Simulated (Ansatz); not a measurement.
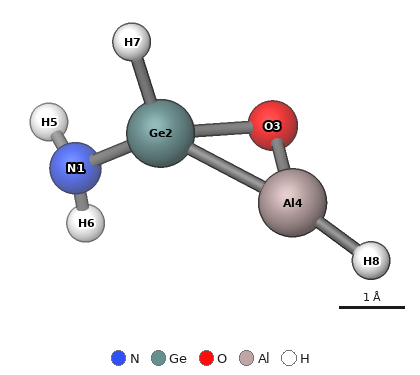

**Figure 1.** The structure as given in the input (ball-and-stick view, seen at a tilt; atoms are numbered from 1 in the order of the input). Sticks mark near contacts. Bond lengths as drawn: Al–Ge 2.33 Å, Al–H 1.58 Å, Al–O 1.70 Å, Ge–H 1.54 Å, Ge–N 1.82 Å, Ge–O 1.90 Å and H–N 1.01 Å.

# Two runs on AlGeNH4O

System: AlGeNH4O.
Method of run A: RKS SPW92 (LDA)/def2-TZVPP (Ansatz 0.2.0).

The geometry comes from this level: PBE0-D4/def2-TZVP. Text and figures count atoms from 1; the logs count them from 0 in places.

**Input, run A**
```yaml
crystal:
  periodic: [false, false, false]
  atoms:
    - {symbol: N, position_ang: [-1.000748, 1.330370, 0.514385]}
    - {symbol: Ge, position_ang: [0.239122, 0.000125, 0.626907]}
    - {symbol: O, position_ang: [1.177500, -0.346031, -0.983534]}
    - {symbol: Al, position_ang: [0.431458, -1.856935, -0.769096]}
    - {symbol: H, position_ang: [-0.662575, 2.276388, 0.611946]}
    - {symbol: H, position_ang: [-1.682092, 1.271156, -0.226148]}
    - {symbol: H, position_ang: [1.237879, 0.511870, 1.685381]}
    - {symbol: H, position_ang: [0.351655, -3.244141, -1.515641]}
basis:
  gaussian: {orbitals: def2-TZVPP}
hamiltonian: {xc: lda}
output: {orbitals: {seedname: orbitals}}
```

Hardware: 4 CPU threads, shared host.

**Output (run A)**
```
Functional definition: SPW92
  exchange = slater_x
  correlation = pw_c
1169 factors; their error is unknown
mean field evaluation 1: about -66559.0807 eV, gradient 1.1e2 eV
mean field evaluation 2: about -66339.6347 eV, gradient 2.5e2 eV
mean field evaluation 4: about -66574.6799 eV, gradient 4.6e1 eV
mean field evaluation 8: about -66578.4473 eV, gradient 7.8e-1 eV
mean field evaluation 16: about -66578.4307 eV, gradient 5.1e-4 eV
mean field -66578.43071920 eV, -2446.7122004492 hartree, gradient 4.7e-5 eV, S^2 0.000000; 0 other end points of the search recorded, 0 dependent functions left out
reference -66578.43075942 eV, -2446.7122019273 hartree; 32, 32 occupied and 176, 176 virtual orbitals, 1169 factors
Total energy: -66578.43075942 eV, -2446.7122019273 hartree
```

The input of run B differs as follows (lines with − go, lines with + come):
```diff
-hamiltonian: {xc: lda}
+hamiltonian: {xc: {name: wB97X-V}}
```

What does this change do to the results?

The total energies belong to different methods, so their difference says nothing on which is more stable or more accurate. The HOMO goes from −5.37 to −8.48 eV. The LUMO goes from −2.35 to 0.50 eV.

**Output (run B)**
```
Functional definition: wB97X-V
  parameter omega = 0.3/bohr
  parameter cx = 0.167
  parameter cx1 = 0.603
  parameter cx2 = 1.194
  parameter css0 = 0.556
  parameter css1 = -0.257
  parameter cos0 = 1.219
  parameter cos1 = -1.850
  parameter b = 6.0
  parameter c = 0.01
  exchange = spin_sum(e_x_unif_sr(omega)*poly(b97_u_x, 1 - cx, cx1, cx2)) + cx*exact_x_sr(omega) + exact_x_lr(omega)
  correlation = spin_sum(e_c_pw_same_spin*poly(b97_u_same, css0, css1))
      + integral(e_c_pw_opposite_spin*poly(b97_u_opposite, cos0, cos1)) + vv10(b, c)
1219 factors; their error is unknown
263 factors; integrals over basis functions are off by at most 1.3e-5 eV
mean field evaluation 1: about -66701.6545 eV, gradient 7.7e1 eV
mean field evaluation 2: about -66687.4501 eV, gradient 1.2e2 eV
mean field evaluation 4: about -66712.2661 eV, gradient 6.7e0 eV
mean field evaluation 8: about -66712.3588 eV, gradient 1.4e-1 eV
mean field evaluation 16: about -66712.5434 eV, gradient 1.6e-4 eV
mean field -66712.54336177 eV, -2451.6407491590 hartree, gradient 2.4e-5 eV, S^2 0.000000; 0 other end points of the search recorded, 0 dependent functions left out
reference -66712.54335964 eV, -2451.6407490808 hartree; 32, 32 occupied and 176, 176 virtual orbitals, 1219 factors
Total energy: -66712.54335964 eV, -2451.6407490808 hartree
```

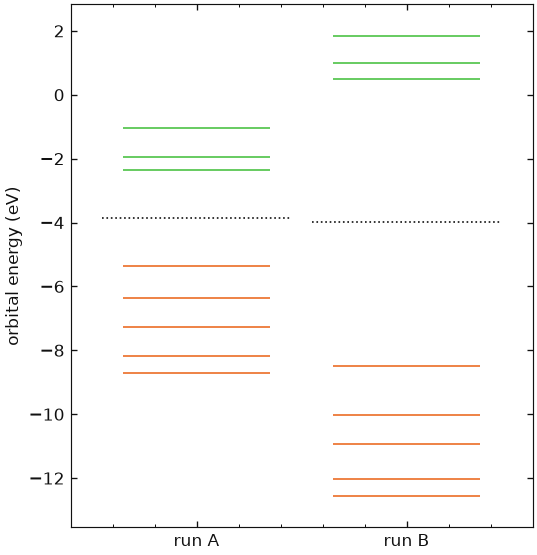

**Figure 2.** The five highest filled and three lowest empty orbital energies of the two runs; the dotted lines part filled from empty levels. The HOMO–LUMO gap is 3.02 eV in run A and 8.98 eV in run B.

**The two runs side by side**

| quantity | run A | run B |
| --- | --- | --- |
| outcome | converged | converged |
| total energy (hartree) | −2446.712202 | −2451.640749 |
| HOMO (eV) | −5.37 | −8.48 |
| LUMO (eV) | −2.35 | 0.50 |
| basis functions | 208 | 208 |
| wall time (shared host) | 0.75 s | 3.9 s |
